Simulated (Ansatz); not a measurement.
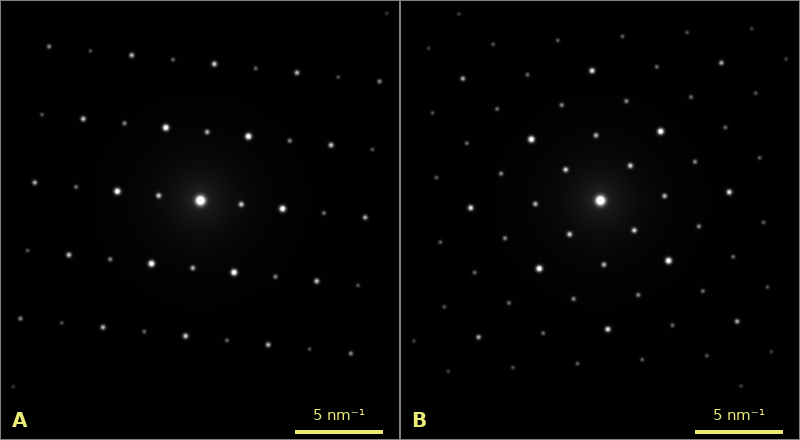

Kinematic electron diffraction patterns (200 kV, B = 0.5 Å², same scale, each along a low-index zone) of two structures of composition Mo3H, each relaxed at zero pressure with DFT PBE, scalar-relativistic, plane waves, PAW in Ansatz.

The structures (standard cells):
1. Pm-3m (No. 221), a = 3.798 Å, 4 atoms; generated start, possibly hypothetical
2. P4/mmm (No. 123), a = 4.187 Å, c = 3.201 Å, 4 atoms; generated start, possibly hypothetical

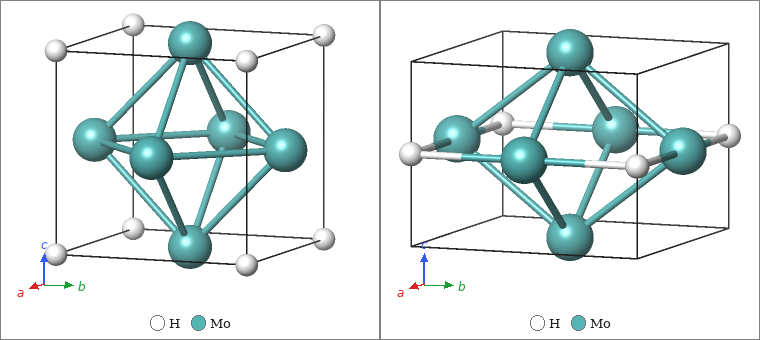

Drawings of the structures 1 to 2, from left to right (each may span several cells).

Question: Which pattern belongs to which structure, and along which zone?

Answer: A is structure 2 along [101] or an equivalent direction: rectangular net of 0 1 0 at d = 4.19 Å and 1 0 -1 at d = 2.54 Å, 90.0° apart. B is structure 1 along [001] or an equivalent direction: square net of 1 0 0 at d = 3.80 Å and 0 1 0 at d = 3.80 Å, 90.0° apart.

Question: Rank the structures by their computed energy.

Answer: Structure 2 (P4/mmm, 14.03 Å³ an atom) is the lowest of these; structure 1 (Pm-3m, 13.70 Å³ an atom) lies about 330 meV an atom higher. These are static energies at 0 K; other structures, not shown, may lie lower still.
